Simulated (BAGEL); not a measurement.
**A workflow on SiN2H5 (SMILES N[SiH]N)**

Aim: a series of 8 runs (UHF/def2-SV(P)) of H5N2Si. 

Program for the calculation: BAGEL 1.2.2.

## Step 1: The structure to begin with

SiN2H5: 8 atoms, total charge 0, spin state doublet. SMILES: `N[SiH]N`. One bond was lengthened or shortened from a relaxed shape.

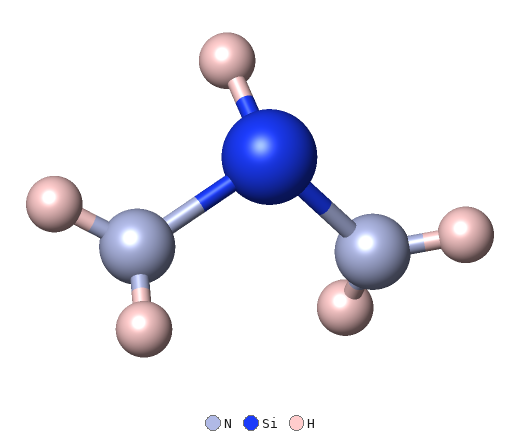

The structure, seen from a chosen angle (nitrogen light blue, silicon blue, hydrogen pink).

## Step 2: The energy at UHF/def2-SV(P) (density fitting with svp-jkfit) (run 1)

Contents of job.json:

```json
{ "bagel" : [

{
  "title" : "molecule",
  "basis" : "def2-sv_p_.json",
  "df_basis" : "svp-jkfit",
  "angstrom" : "false",
  "geometry" : [
    { "atom" : "N", "xyz" : [ -1.88726381,  1.39503551, -1.09026993 ] },
    { "atom" : "Si", "xyz" : [  1.05069339,  1.31528907,  0.26579754 ] },
    { "atom" : "N", "xyz" : [  1.54542369, -1.76968883,  1.16492923 ] },
    { "atom" : "H", "xyz" : [ -3.38184820,  0.49250231, -0.32738749 ] },
    { "atom" : "H", "xyz" : [ -2.39673397,  2.76943332, -2.29686006 ] },
    { "atom" : "H", "xyz" : [  1.35379980,  2.55887815,  2.31510348 ] },
    { "atom" : "H", "xyz" : [  1.43449677, -3.17073178, -0.12065145 ] },
    { "atom" : "H", "xyz" : [  2.82930362, -2.16256289,  2.51494957 ] }
  ]
},
{
  "title" : "uhf",
  "nopen" : 1
},
{
  "title" : "print",
  "file" : "orbitals.molden",
  "orbitals" : "true"
}

]}
```

The basis set def2-SV(P) is read from a file made from the Basis Set Exchange's data (not shown).

The run is started by

```sh
BAGEL_NUM_THREADS=1 BAGEL job.json > job.out
```

Output:

```text
* using 1 threads per process

  ===============================================================
  ===============================================================

  *** Geometry ***

  { "atom" : "N", "xyz" : [     -1.887264,      1.395036,     -1.090270 ] },
  { "atom" : "Si", "xyz" : [      1.050693,      1.315289,      0.265798 ] },
  { "atom" : "N", "xyz" : [      1.545424,     -1.769689,      1.164929 ] },
  { "atom" : "H", "xyz" : [     -3.381848,      0.492502,     -0.327387 ] },
  { "atom" : "H", "xyz" : [     -2.396734,      2.769433,     -2.296860 ] },
  { "atom" : "H", "xyz" : [      1.353800,      2.558878,      2.315103 ] },
  { "atom" : "H", "xyz" : [      1.434497,     -3.170732,     -0.120651 ] },
  { "atom" : "H", "xyz" : [      2.829304,     -2.162563,      2.514950 ] },

  Number of auxiliary basis functions:      372

  Since a DF basis is specified, we compute 2- and 3-index integrals:
    o Being stored without compression. Storage requirement is 0.009 GB

  Number of basis functions:       56
  Number of electrons      :       33

    * METHOD: MOLECULE                             0.12

  *** Open-shell HF ***

  === Nuclear Repulsion ===
   112.1292881499

      * DIIS with orbital gradients will be used.

  === UHF iteration (def2-sv_p_.json) ===
      0       -400.29099566          0.05580011           0.05
      1       -400.45555076          0.03281626           0.05
      2       -400.50278401          0.01884931           0.05
      3       -400.52538486          0.00123581           0.05
      4       -400.52577277          0.00026239           0.05
      5       -400.52580336          0.00011641           0.05
      6       -400.52581050          0.00004633           0.05
      7       -400.52581182          0.00001256           0.05
      8       -400.52581202          0.00000426           0.05
      9       -400.52581205          0.00000109           0.05
     10       -400.52581206          0.00000046           0.05
     11       -400.52581206          0.00000022           0.05
     12       -400.52581206          0.00000011           0.05
     13       -400.52581206          0.00000004           0.05
     14       -400.52581206          0.00000001           0.05
     15       -400.52581206          0.00000001           0.05
    * SCF iteration converged.

    * S^2 (UHF) is 0.7532

    * Permanent dipole moment:
           (    0.063687,     0.140021,     0.056434) a.u.

    * METHOD: UHF                                  0.86

    * METHOD: PRINT                                0.01

  ===============================================================
```

Run time: 1.1 s. Hardware: 1 thread of Arm Neoverse V1, shared host; peak memory 0.15 GiB.

## Step 3: Bond 6-2 at 1.504 A: the energy at UHF/def2-SV(P) (density fitting with svp-jkfit) (run 2)

Contents of input.json:

```json
{ "bagel": [

{
  "title": "molecule",
  "basis": "def2-sv_p_.json",
  "df_basis": "svp-jkfit",
  "angstrom": false,
  "geometry": [
    { "atom": "N", "xyz": [    -1.94074495,     1.17561185,    -1.45185390 ] },
    { "atom": "Si", "xyz": [     0.99721226,     1.09586541,    -0.09578644 ] },
    { "atom": "N", "xyz": [     1.49194255,    -1.98911249,     0.80334525 ] },
    { "atom": "H", "xyz": [    -3.43532934,     0.27307865,    -0.68897147 ] },
    { "atom": "H", "xyz": [    -2.45021511,     2.55000966,    -2.65844404 ] },
    { "atom": "H", "xyz": [     1.35379980,     2.55887815,     2.31510348 ] },
    { "atom": "H", "xyz": [     1.38101563,    -3.39015544,    -0.48223543 ] },
    { "atom": "H", "xyz": [     2.77582248,    -2.38198655,     2.15336560 ] }
  ]
},

{
  "title": "uhf",
  "nopen": 1
},

{
  "title": "print",
  "file": "orbitals.molden",
  "orbitals": true
}

]}
```

The basis set def2-SV(P) is read from a file made from the Basis Set Exchange's data (not shown).

The run is started by

```sh
BAGEL_NUM_THREADS=1 BAGEL input.json > input.out
```

Output:

```text
* using 1 threads per process

  ===============================================================
  ===============================================================

  *** Geometry ***

  { "atom" : "N", "xyz" : [     -1.940745,      1.175612,     -1.451854 ] },
  { "atom" : "Si", "xyz" : [      0.997212,      1.095865,     -0.095786 ] },
  { "atom" : "N", "xyz" : [      1.491943,     -1.989112,      0.803345 ] },
  { "atom" : "H", "xyz" : [     -3.435329,      0.273079,     -0.688971 ] },
  { "atom" : "H", "xyz" : [     -2.450215,      2.550010,     -2.658444 ] },
  { "atom" : "H", "xyz" : [      1.353800,      2.558878,      2.315103 ] },
  { "atom" : "H", "xyz" : [      1.381016,     -3.390155,     -0.482235 ] },
  { "atom" : "H", "xyz" : [      2.775822,     -2.381987,      2.153366 ] },

  Number of auxiliary basis functions:      372

  Since a DF basis is specified, we compute 2- and 3-index integrals:
    o Being stored without compression. Storage requirement is 0.009 GB

  Number of basis functions:       56
  Number of electrons      :       33

    * METHOD: MOLECULE                             0.12

  *** Open-shell HF ***

  === Nuclear Repulsion ===
   111.0287706526

      * DIIS with orbital gradients will be used.

  === UHF iteration (def2-sv_p_.json) ===
      0       -400.31209191          0.05568871           0.05
      1       -400.47685438          0.03309786           0.05
      2       -400.52511170          0.01909963           0.06
      3       -400.54840425          0.00124446           0.05
      4       -400.54884540          0.00028209           0.05
      5       -400.54888565          0.00012661           0.04
      6       -400.54889575          0.00005198           0.04
      7       -400.54889812          0.00001632           0.05
      8       -400.54889865          0.00000643           0.05
      9       -400.54889880          0.00000220           0.06
     10       -400.54889881          0.00000097           0.05
     11       -400.54889882          0.00000038           0.05
     12       -400.54889882          0.00000016           0.05
     13       -400.54889882          0.00000006           0.06
     14       -400.54889882          0.00000002           0.05
     15       -400.54889882          0.00000001           0.05
     16       -400.54889882          0.00000001           0.05
    * SCF iteration converged.

    * S^2 (UHF) is 0.7539

    * Permanent dipole moment:
           (    0.093129,     0.243274,     0.204075) a.u.

    * METHOD: UHF                                  0.96

    * METHOD: PRINT                                0.01

  ===============================================================
```

Run time: 1.2 s. Hardware: 1 thread of Arm Neoverse V1, shared host; peak memory 0.15 GiB.

Runs 3 to 7 aren't shown in full; the table further down has their settings and results.

## Step 4: Bond 6-2 at 4.212 A: a single-point energy at UHF/def2-SV(P) (density fitting with svp-jkfit) (run 8)

Contents of input.json:

```json
{ "bagel": [

{
  "title": "molecule",
  "basis": "def2-sv_p_.json",
  "df_basis": "svp-jkfit",
  "geometry": [
    { "atom": "N", "xyz": [ -2.58261311, -1.45785001, -5.79152113 ] },
    { "atom": "Si", "xyz": [  0.35534410, -1.53759645, -4.43545367 ] },
    { "atom": "N", "xyz": [  0.85007440, -4.62257435, -3.53632198 ] },
    { "atom": "H", "xyz": [ -4.07719750, -2.36038320, -5.02863870 ] },
    { "atom": "H", "xyz": [ -3.09208327, -0.08345220, -6.99811126 ] },
    { "atom": "H", "xyz": [  1.35379980,  2.55887815,  2.31510348 ] },
    { "atom": "H", "xyz": [  0.73914748, -6.02361730, -4.82190266 ] },
    { "atom": "H", "xyz": [  2.13395433, -5.01544841, -2.18630163 ] }
  ]
},
{ "title": "uhf", "nopen": 1 },
{ "title": "print", "file": "orbitals.molden", "orbitals": true }

]}
```

The basis set def2-SV(P) is read from a file made from the Basis Set Exchange's data (not shown).

The run is started by

```sh
BAGEL_NUM_THREADS=1 BAGEL input.json > input.out
```

Output:

```text
* using 1 threads per process

  ===============================================================
  ===============================================================

  *** Geometry ***

  { "atom" : "N", "xyz" : [     -2.582613,     -1.457850,     -5.791521 ] },
  { "atom" : "Si", "xyz" : [      0.355344,     -1.537596,     -4.435454 ] },
  { "atom" : "N", "xyz" : [      0.850074,     -4.622574,     -3.536322 ] },
  { "atom" : "H", "xyz" : [     -4.077197,     -2.360383,     -5.028639 ] },
  { "atom" : "H", "xyz" : [     -3.092083,     -0.083452,     -6.998111 ] },
  { "atom" : "H", "xyz" : [      1.353800,      2.558878,      2.315103 ] },
  { "atom" : "H", "xyz" : [      0.739147,     -6.023617,     -4.821903 ] },
  { "atom" : "H", "xyz" : [      2.133954,     -5.015448,     -2.186302 ] },

  Number of auxiliary basis functions:      372

  Since a DF basis is specified, we compute 2- and 3-index integrals:
    o Being stored without compression. Storage requirement is 0.009 GB

  Number of basis functions:       56
  Number of electrons      :       33

    * METHOD: MOLECULE                             0.11

  *** Open-shell HF ***

  === Nuclear Repulsion ===
   106.2409521922

      * DIIS with orbital gradients will be used.

  === UHF iteration (def2-sv_p_.json) ===
      0       -400.21193624          0.05682388           0.05
      1       -400.38972249          0.03559991           0.05
      2       -400.44342790          0.02070226           0.05
      3       -400.47068663          0.00130199           0.05
      4       -400.47113710          0.00018799           0.05
      5       -400.47115168          0.00005989           0.05
      6       -400.47115351          0.00002287           0.05
      7       -400.47115418          0.00000854           0.05
      8       -400.47115468          0.00000283           0.05
      9       -400.47115527          0.00000140           0.05
     10       -400.47115585          0.00000093           0.05
     11       -400.47115635          0.00000089           0.05
     12       -400.47115668          0.00000090           0.05
     13       -400.47115634          0.00000089           0.05
     14       -400.47115521          0.00000088           0.05
     15       -400.47115313          0.00000090           0.05
     16       -400.47115485          0.00000090           0.05
     17       -400.47113913          0.00000384           0.05
     18       -400.47114017          0.00000360           0.05
     19       -400.47114413          0.00000237           0.05
     20       -400.47114066          0.00000411           0.05
     21       -400.47114271          0.00000079           0.05
     22       -400.47114137          0.00000078           0.05
     23       -400.47112430          0.00000724           0.05
     24       -400.47112316          0.00001625           0.05
     25       -400.47111685          0.00000542           0.05
     26       -400.47111404          0.00000613           0.05
[... 60 lines of this table left out ...]
     87       -400.47112945          0.00002056           0.05
     88       -400.47109697          0.00000678           0.05
     89       -400.47109327          0.00000822           0.05
     90       -400.47109465          0.00000595           0.05
     91       -400.47110361          0.00000211           0.05
     92       -400.47112358          0.00000873           0.05
     93       -400.47112769          0.00001056           0.05
     94       -400.47112270          0.00001177           0.05
     95       -400.47110523          0.00003116           0.05
     96       -400.47111645          0.00003438           0.05
     97       -400.47110875          0.00003723           0.05
     98       -400.47114242          0.00002161           0.05
     99       -400.47112832          0.00003789           0.05
    * Max iteration reached in SCF.

    * S^2 (UHF) is 0.7518

    * Permanent dipole moment:
           (    0.420750,     0.573448,     0.170175) a.u.

    * METHOD: UHF                                  4.99

    * METHOD: PRINT                                0.01

  ===============================================================
```

Wall time 5.4 s (1 thread of Arm Neoverse V1, shared host); peak memory 0.15 GiB.

No converged result was reached.

## Step 5: All runs side by side

```csv
run,partner,energy (Eh),dipole moment (D),⟨S²⟩,wall time
1,bond 6-2 at 1.279 A,-400.525812,0.42,0.753,1.1 s
2,bond 6-2 at 1.504 A,-400.548899,0.84,0.754,1.2 s
3,bond 6-2 at 1.730 A,-400.536433,1.45,0.758,1.2 s
4,bond 6-2 at 2.031 A,-400.506183,2.25,0.809,1.5 s
5,bond 6-2 at 2.407 A,-400.481562,2.22,0.955,1.5 s
6,bond 6-2 at 2.858 A,-400.472954,1.90,0.944,1.5 s
7,bond 6-2 at 3.460 A,-400.471290,1.81,0.854,1.6 s
8,bond 6-2 at 4.212 A,not converged,–,–,5.4 s
```

## Step 6: What came out

| quantity | value |
| --- | --- |
| bond 6-2 at 3.460 A: total energy | -400.47129 Eh |
| bond 6-2 at 3.460 A: dipole moment | 1.81 D |
| bond 6-2 at 3.460 A: ⟨S²⟩ | 0.854 |

In words: The lowest energy is that of run 2; the highest lies 2.112 eV above it. Spin contamination of the reference: run 5 ⟨S²⟩ = 0.96, run 6 ⟨S²⟩ = 0.94, run 7 ⟨S²⟩ = 0.85. All runs together took 15 s, the longest 5.4 s. 1 of the 8 runs did not end normally.
